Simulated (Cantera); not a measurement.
Input: 1 mol AlN, 190 mol H2, equilibrated at 34.0 Pa.

Method: chemical equilibrium by Gibbs-energy minimisation in Cantera with the NASA 1993 tables (ideal gas, pure condensed phases). Candidate condensed phases: Al, AlN; 13 gas species. Rates play no part.

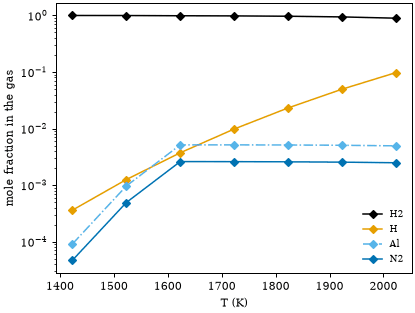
*Equilibrium gas composition (values under 1e-9 drawn at 1e-9)*

Read off the mole fractions at 1423 K.

H2 about 1.00, H about 0.00036, Al about 9.1e-5, N2 about 4.7e-5.
